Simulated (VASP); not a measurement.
Band structure of PbTe (rock salt). All values below come from optB86b-vdW, VASP's PBE PAW potentials (set 64) (plane waves; VASP 6.6.1).

Unless said otherwise, spin-orbit coupling is left out, though it shifts the bands of the heavy elements here.

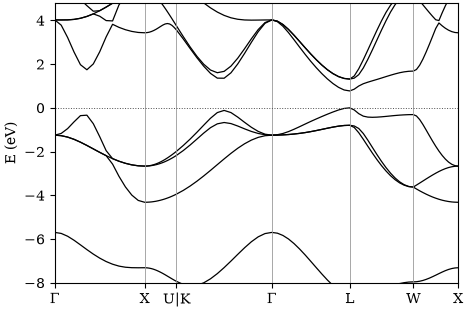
Figure. Bands along high-symmetry lines, zero at the valence-band maximum or, without a gap, the Fermi level

### Question
Read the plot: is there a gap, and where are the band edges?

### Answer
The gap is direct, 0.77 eV, from the valence maximum at L to the conduction minimum at L. (Edges off the drawn lines would not show.)

The compound is PbTe in the rock salt structure. It was relaxed first.
